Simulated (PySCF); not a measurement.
# C5H9B: electronic excitations and core binding energies

What electronic excitations and core binding energies should C5H9B (`BC[C@H]1CC1=C`) show?

Computed with PySCF 2.14.0, with density-fitted response routines of our own, on a single molecule in the gas phase. Atoms count from 0, in the outputs and in this text.

## 1. Starting geometry

15 atoms, charge 0, multiplicity 1; geometry from: GFN2-xTB.

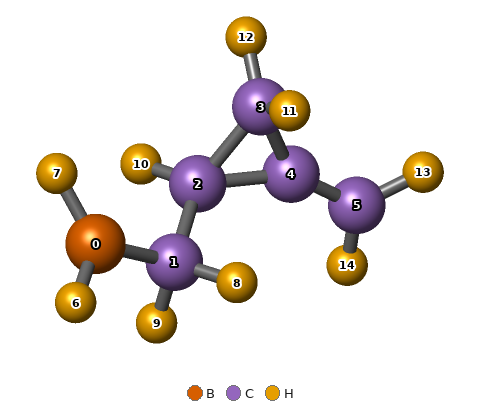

The starting geometry (boron orange, carbon purple, hydrogen amber), atoms numbered.

## 2. Excited states and response: CAM-B3LYP/def2-SVPD

The job: settings as JSON, then the geometry in Å.

```
{"job": {"kind": "uv", "xc": "CAM-B3LYP", "basis": "def2-SVPD", "nstates": 8, "ntriplets": 3}, "charge": 0, "multiplicity": 1}
B      2.524891    -0.098679    -0.331445
C      1.123173     0.599115    -0.228125
C     -0.059512    -0.163340    -0.796927
C     -0.732644    -1.245277     0.030728
C     -1.403304     0.030292    -0.244645
C     -2.441559     0.804074    -0.061726
H      3.461419     0.455188     0.097853
H      2.646565    -1.151017    -0.824973
H      0.916578     0.837332     0.821327
H      1.176817     1.578194    -0.719517
H      0.017689    -0.350421    -1.863092
H     -0.365602    -1.427273     1.031862
H     -1.081911    -2.139636    -0.466087
H     -3.296109     0.485341     0.514526
H     -2.490904     1.794098    -0.487326
```

Method: TDDFT CAM-B3LYP/def2-SVPD, vertical, gas phase, core orbitals frozen in the response.

Run with:

```sh
$ OMP_NUM_THREADS=1 python probes_run.py task.json out
```

One launch serves the whole session: the jobs run in the order shown.

**Question.** This job is followed by: delta-SCF UKS SCAN, pcX-2 on the ionised atom, pcseg-1 elsewhere, spin-free X2C. What will the session give for the following? lowest singlet (CAM-B3LYP/def2-SVPD); brightest single state of those computed; lowest triplet; C1s binding energies, SCAN/pcX-2.

As calculated:

```
                                quantity                                                     value
    lowest singlet (CAM-B3LYP/def2-SVPD)                               5.38 eV (230 nm), f = 0.000
brightest single state of those computed                               state 8, 7.43 eV, f = 0.262
                          lowest triplet                                                   4.46 eV
        C1s binding energies, SCAN/pcX-2  C2 290.58, C3 290.46, C4 290.30, C1 290.22, C5 289.93 eV
```

**Reading.** The lowest singlet, at 5.38 eV, is HOMO−1→LUMO 0.52, HOMO→LUMO 0.26 and is dark; of the 8 states computed, the strongest absorption comes from state 8 at 7.43 eV (the last computed, so partners may be missing). The lowest triplet lies 0.92 eV below the lowest singlet (triplets in Tamm-Dancoff, singlets in full TDDFT). The C1s levels kept as sound span 0.66 eV, from C5 (terminal =CH2 carbon) up to C2 (three-membered-ring carbon).
